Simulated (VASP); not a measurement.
Band structure of Co (hcp). Computed with revPBE GGA, VASP's PBE PAW potentials (set 64) (plane waves; VASP 6.6.1).

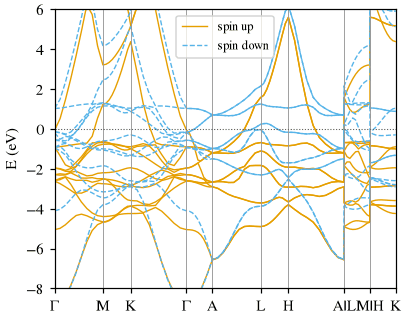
Figure. Bands along high-symmetry lines, zero at the valence-band maximum or, without a gap, the Fermi level

### Question
Read the plot: is there a gap, and where are the band edges?

### Answer
It has no gap at this level: it comes out as a metal or semimetal. (Edges off the drawn lines would not show.)

The compound is Co in the hcp structure. It was relaxed first.
